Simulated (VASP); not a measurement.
Band structure of Tm (relaxed from the fcc structure, space group Fm-3m). These are PBEsol GGA, VASP's PBE PAW potentials (set 64) (plane waves; VASP) values and carry that method's errors.

The 4f electrons are frozen in the core of the lanthanide potential, so 4f levels, which can set the real gap, and their magnetism are missing.

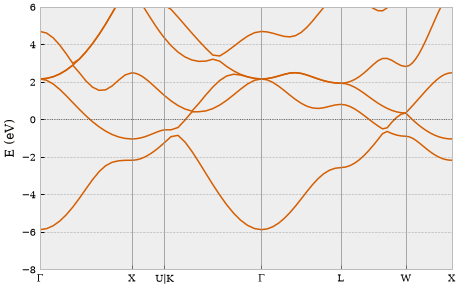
Figure: Bands along high-symmetry lines, zero at the valence-band maximum or, without a gap, the Fermi level

### Question
Read the plot: is there a gap, and where are the band edges?

### Answer
It has no gap at this level: it comes out as a metal or semimetal. (Edges off the drawn lines would not show.)

The structure was generated: Tm was put into the fcc type (Fm-3m), which need not be its known phase. It was relaxed first, which changed the volume by -6 %.
